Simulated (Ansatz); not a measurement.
**Phonon calculation, with input and output: CH₁₁NOSi₂**

The run: phonon calculation of CH₁₁NOSi₂. Method and program: RKS revPBE/6-31G* (Ansatz 0.2.0).

It belongs to a series of runs on one base structure; here: vibrations at the highest image of the band.

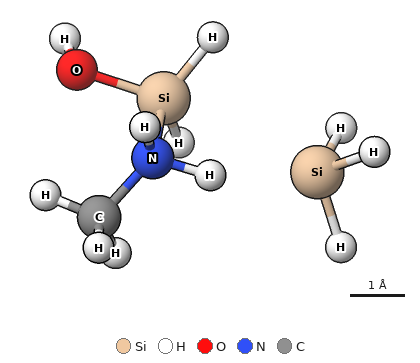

Figure 1. The structure (ball-and-stick view, seen at a tilt).

## Summary

```json
{"quantity": "outcome", "value": "converged"}
{"quantity": "total energy", "value": "−20501.6125 eV"}
{"quantity": "mean-field energy", "value": "−20501.6125 eV"}
{"quantity": "largest force (length of the vector)", "value": "0.006 eV/Å"}
{"quantity": "hardware", "value": "2 threads of Intel Xeon (Sapphire Rapids), 16 GiB of memory available, shared host"}
{"quantity": "wall time", "value": "1.7 min (CPU time 3.3 min)"}
{"quantity": "peak memory", "value": "0.17 GiB"}
```

## The input
```yaml
crystal:
  periodic: [false, false, false]
  atoms:
    - { symbol: Si, position_ang: [-0.272528, 0.764767, -1.004229] }
    - { symbol: Si, position_ang: [0.023929, -2.426683, -0.67665] }
    - { symbol: H, position_ang: [0.539119, 0.337599, -2.178181] }
    - { symbol: H, position_ang: [-1.66214, 0.239451, -0.893344] }
    - { symbol: O, position_ang: [-0.263346, 2.459981, -0.864892] }
    - { symbol: H, position_ang: [0.633828, -0.646715, 0.474063] }
    - { symbol: "N", position_ang: [0.677229, 0.467821, 0.609305] }
    - { symbol: C, position_ang: [0.056936, 0.975113, 1.871416] }
    - { symbol: H, position_ang: [-0.717609, -2.476519, -2.010967] }
    - { symbol: H, position_ang: [1.23039, -3.308088, -0.975183] }
    - { symbol: H, position_ang: [-0.840441, -3.348865, 0.175] }
    - { symbol: H, position_ang: [-0.754006, 2.917964, -1.573452] }
    - { symbol: H, position_ang: [1.656144, 0.783261, 0.518331] }
    - { symbol: H, position_ang: [0.702644, 0.729465, 2.72851] }
    - { symbol: H, position_ang: [-0.913525, 0.469067, 1.994636] }
    - { symbol: H, position_ang: [-0.096528, 2.062381, 1.805738] }
basis:
  gaussian: { orbitals: "6-31G*" }
hamiltonian:
  xc: revpbe
phonons: {}
```

Launch command:
```bash
ansatz run input.yaml --threads 2 --pin off --max-ram 3072MiB --backend cpu --events-out ev --progress --plain --runs-dir out
```

## The program's output
```
Engine: ansatz 0.2.0, x86_64-unknown-linux-gnu
Functional definition: revPBE
  parameter kappa = 1.245
  parameter beta = 0.06672455060314922
  exchange = pbe_x(kappa = kappa, mu = beta*pi^2/3)
  correlation = pbe_c(beta = beta)
1394 factors; their error is unknown
mean field evaluation 1: about -20492.1653 eV, gradient 6.9e1 eV
mean field evaluation 2: about -20464.5013 eV, gradient 1.3e2 eV
mean field evaluation 4: about -20501.5844 eV, gradient 7.9e0 eV
mean field evaluation 8: about -20501.7210 eV, gradient 2.2e-1 eV
mean field evaluation 16: about -20501.6124 eV, gradient 4.6e-4 eV
mean field -20501.61240929 eV, -753.4203595496 hartree, gradient 1.9e-5 eV, S^2 0.000000; 0 other end points of the search recorded, 0 dependent functions left out
the calculation of the forces begins
reference -20501.61246225 eV, -753.4203614957 hartree; 30, 30 occupied and 75, 75 virtual orbitals, 1394 factors
these checks for a lower state are left out or cut short: stability, starts, cluster_reference, orbital_swaps, neighbouring_geometries, increment
1394 factors; their error is unknown
mean field -20501.61230362 eV, -753.4203556662 hartree, gradient 1.9e-6 eV, S^2 0.000000; 0 other end points of the search recorded, 0 dependent functions left out
[... from here on the field's lines of each further geometry are left out, up to the last ...]
the calculation of the forces begins
reference -20501.61244500 eV, -753.4203608616 hartree; 30, 30 occupied and 75, 75 virtual orbitals, 1394 factors
these checks for a lower state are left out or cut short: stability, starts, cluster_reference, orbital_swaps, neighbouring_geometries, increment
1394 factors; their error is unknown
mean field -20501.61239346 eV, -753.4203589675 hartree, gradient 1.3e-6 eV, S^2 0.000000; 0 other end points of the search recorded, 0 dependent functions left out
the calculation of the forces begins
reference -20501.61244641 eV, -753.4203609137 hartree; 30, 30 occupied and 75, 75 virtual orbitals, 1394 factors
WARN: phonons: modes at or below zero, which the zero-point energy, F, S and C_V leave out: 1, the lowest at -246.04 cm⁻¹. A minimum has none, and a first-order saddle one
Total energy: -20501.61246225 eV, -753.4203614957 hartree
Atom 0 at    -0.272528     0.764767    -1.004229 Å, force    -0.000592     0.001602     0.001078 eV/Å
Atom 1 at     0.023929    -2.426683    -0.676650 Å, force     0.000366     0.000424     0.000202 eV/Å
Atom 2 at     0.539119     0.337599    -2.178181 Å, force    -0.000156    -0.000222    -0.000142 eV/Å
Atom 3 at    -1.662140     0.239451    -0.893344 Å, force     0.000237    -0.000961    -0.000676 eV/Å
Atom 4 at    -0.263346     2.459981    -0.864892 Å, force     0.000368     0.000992    -0.001611 eV/Å
Atom 5 at     0.633828    -0.646715     0.474063 Å, force     0.000712     0.001444    -0.001119 eV/Å
Atom 6 at     0.677229     0.467821     0.609305 Å, force    -0.002178    -0.003057     0.004475 eV/Å
Atom 7 at     0.056936     0.975113     1.871416 Å, force     0.001470     0.000334    -0.002316 eV/Å
Atom 8 at    -0.717609    -2.476519    -2.010967 Å, force     0.000223    -0.000214     0.000035 eV/Å
Atom 9 at     1.230390    -3.308088    -0.975183 Å, force    -0.000264    -0.000034     0.000303 eV/Å
Atom 10 at    -0.840441    -3.348865     0.175000 Å, force     0.000173     0.000217    -0.000275 eV/Å
Atom 11 at    -0.754006     2.917964    -1.573452 Å, force    -0.000311     0.000275     0.000678 eV/Å
Atom 12 at     1.656144     0.783261     0.518331 Å, force    -0.000075    -0.000789    -0.000471 eV/Å
Atom 13 at     0.702644     0.729465     2.728510 Å, force     0.000311     0.000003    -0.000052 eV/Å
Atom 14 at    -0.913525     0.469067     1.994636 Å, force    -0.000280    -0.000372     0.000183 eV/Å
Atom 15 at    -0.096528     2.062381     1.805738 Å, force    -0.000006     0.000359    -0.000292 eV/Å
Dipole moment:     0.111211     1.437760     0.424317 e Å
Vibrations: -246.04 51.68 63.42 124.73 150.54 197.96 218.91 221.85 235.90 288.23 304.70 476.11 538.60 710.82 751.21 767.97 789.81 820.65 862.08 890.75 919.13 921.83 969.57 1041.60 1065.18 1130.74 1314.03 1417.96 1479.86 1490.31 1521.55 1997.04 2040.93 2059.18 2063.00 2230.26 2256.59 3012.03 3097.87 3108.35 3365.08 3697.47 cm⁻¹, zero-point energy 3.140860 eV
```

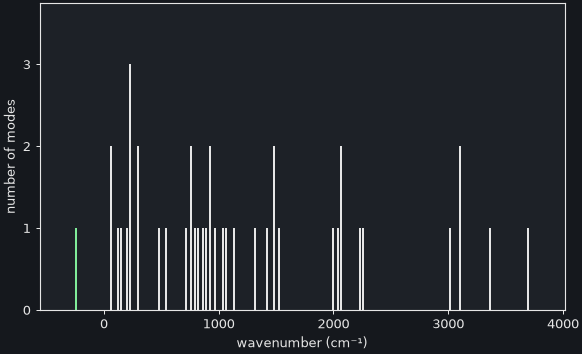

Figure 2. Harmonic vibrational wavenumbers from the force constants; neighbouring modes closer than 18 cm⁻¹ are counted in one stick, and imaginary ones are drawn at negative wavenumbers. 42 modes from 246i to 3697 cm⁻¹, 1 imaginary beyond 8i (246i cm⁻¹): a first-order saddle point, if the geometry is stationary.
